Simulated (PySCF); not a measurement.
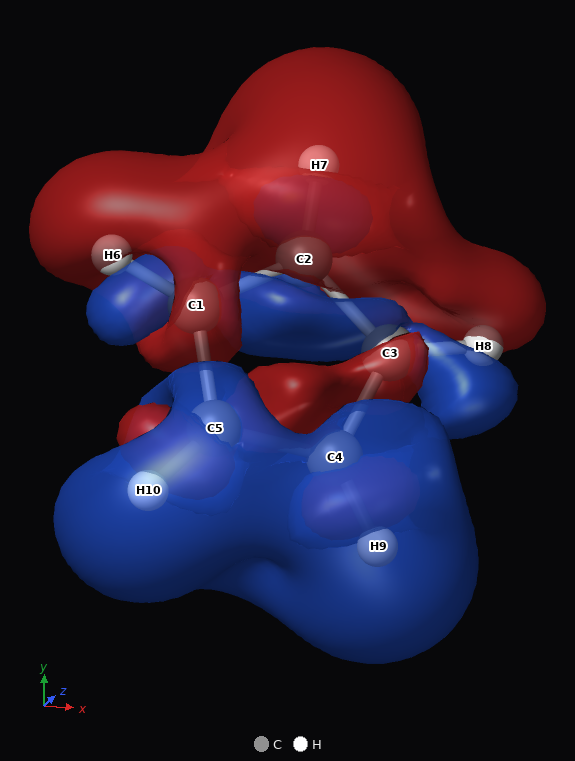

Figure. C5H5, charge −1, SMILES `[cH-]1cccc1`. Change of the electron density in a uniform field of 0.10 V/Å, surfaces at ±0.0004 e/Å³ (blue: gain, red: loss).

PySCF calculation, B3LYP/def2-SVPD, gas phase; geometry: GFN2-xTB. No frequency check shows the geometry to be a minimum. For an anion such functionals hold the outermost electrons too loosely, so the response is rough.

Q: Along which Cartesian direction does the field point?

A: Along +y: electrons gather on the −y side, against the field.

Q: What dipole is induced, and what polarisability does it imply?

A: The induced dipole is 0.40 D (along the field); α along this axis, from the fields in both directions, is 79 bohr³ (11.7 Å³).

Q: Which atoms gain and lose the most charge?

A: Electrons gather most on H9 (Hirshfeld charge changes by −0.006 e) and leave H7 most (+0.007 e); 0.031 electrons are displaced in all.
